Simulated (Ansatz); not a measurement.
# Pressure series in hypothetical diamond Ru

Consider Ru in the diamond structure (space group Fd-3m, No. 227; a hypothetical phase, not in the database extracts checked).

```yaml
crystal:
  lattice:
    - [0.00000, 2.72728, 2.72728]
    - [2.72728, 0.00000, 2.72728]
    - [2.72728, 2.72728, 0.00000]
  atoms:
    - { symbol: Ru, position: [0.75000, 0.75000, 0.75000] }
    - { symbol: Ru, position: [0.50000, 0.50000, 0.50000] }
```

Cell and atoms are relaxed at each pressure.

Method: PBE in Ansatz (plane waves to 420 eV, PAW, no spin-orbit coupling).

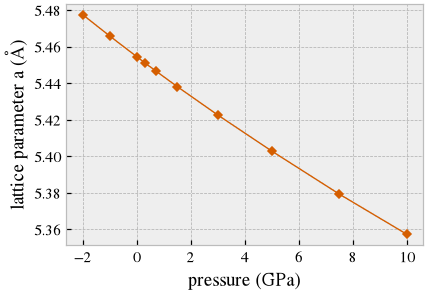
Figure. Lattice parameter a against pressure

Task: From the plot, what is the lattice parameter a for pressure 1.5 GPa?

Result: About 5.44 Å.

Task: Is the trend monotonic over the range shown?

Result: Yes, it falls throughout, spanning 5.357 Å to 5.478 Å.

Load acts through the strain it causes; cell and atoms are relaxed under it. Whether these cells are dynamically stable was not tested. No other phases were tried under pressure. All final runs are without spin polarisation.

Ansatz is a quantum-chemistry and plane-wave program.
